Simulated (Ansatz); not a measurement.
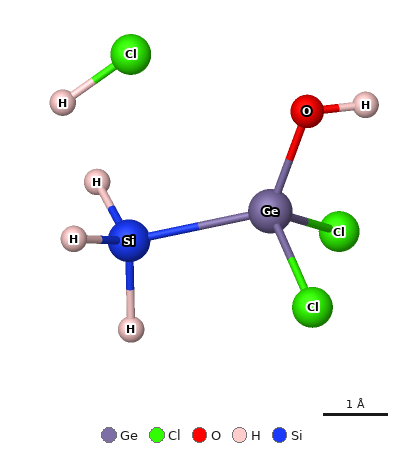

GeSiH5OCl3, before the relaxation. The picture is a ball-and-stick view, seen at a tilt.

The run prepares an end point of a later path (reaction) calculation, from a guessed geometry.

Method: Ansatz 0.2.0, RKS PBE/def2-SVP.

Input
```yaml
crystal:
  periodic: [false, false, false]
  atoms:
    - { symbol: Ge, position_ang: [0.306374, -0.411566, -0.50008] }
    - { symbol: Cl, position_ang: [-0.304068, -0.137477, 2.859916] }
    - { symbol: Cl, position_ang: [1.923418, 0.663304, -1.510636] }
    - { symbol: O, position_ang: [-0.837576, 0.81459, 0.123828] }
    - { symbol: H, position_ang: [-1.439738, 1.052331, -0.611639] }
    - { symbol: Cl, position_ang: [-0.82721, -1.508917, -2.033939] }
    - { symbol: Si, position_ang: [1.324597, -2.037017, 0.831091] }
    - { symbol: H, position_ang: [0.281334, -2.895054, 1.473959] }
    - { symbol: H, position_ang: [2.124147, -2.848145, -0.148619] }
    - { symbol: H, position_ang: [2.263016, -1.459969, 1.850837] }
    - { symbol: H, position_ang: [0.621107, -1.03488, 3.202282] }
basis:
  gaussian: { orbitals: def2-SVP }
hamiltonian:
  xc: pbe
relax:
  f_tol: 0.03
  max_steps: 50
```

Command:
```bash
ansatz run input.yaml --threads 4 --pin off --max-ram 5120MiB --backend cpu --events-out ev --progress --plain --runs-dir out
```

Where does the relaxation end?

Answer. After 9 accepted moves (11 points after the start) the energy has fallen by 5.41 kcal/mol. Largest force component: 0.71 eV/Å at the start, 0.024 eV/Å at the end. The line search rejected the trial steps at points 7, 9 of the run. The forces were under the threshold at step 6, but the run went on from there. The atom that moves furthest after the best rigid fit is H11 (1.17 Å). By element the largest moves are H 1.17 Å, Cl 0.30 Å, O 0.27 Å, Ge 0.27 Å, Si 0.21 Å. Among the contacts that change: Ge1–Cl2 3.426 → 3.926 Å, Cl2–Si7 3.221 → 3.591 Å, Ge1–Si7 2.335 → 2.393 Å, Cl2–H11 1.334 → 1.299 Å. Bond angles that change, for instance: O4–Ge1–Si7 123.9° → 112.6°, Cl3–Ge1–Si7 106.4° → 111.0°, Cl6–Ge1–Si7 106.0° → 110.4°. Groups turn about Ge1–O4 by about 30°. The run took 27 s on 4 threads of Arm Neoverse V1 (shared host), peak memory 0.23 GiB.

Final geometry:

```xyz
11

Ge    0.3264   -0.5116   -0.7474
Cl   -0.2967   -0.1281    3.1102
Cl    1.8015    0.7464   -1.7651
O    -0.7915    0.5503    0.1569
H    -1.2173    1.2048   -0.4317
Cl   -0.8095   -1.5110   -2.3307
Si    1.4002   -2.1257    0.6554
H     0.3664   -2.9410    1.3715
H     2.1793   -2.9913   -0.2928
H     2.3290   -1.4309    1.6039
H     0.1476   -0.6647    4.2068
```

After the run, drawn alike:

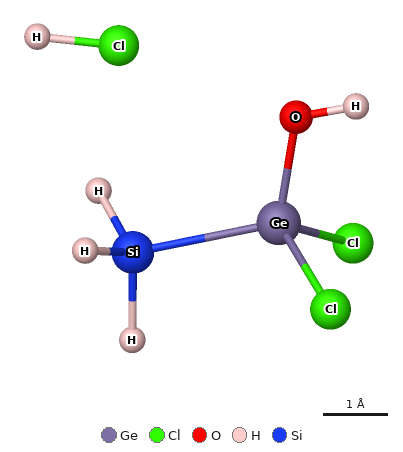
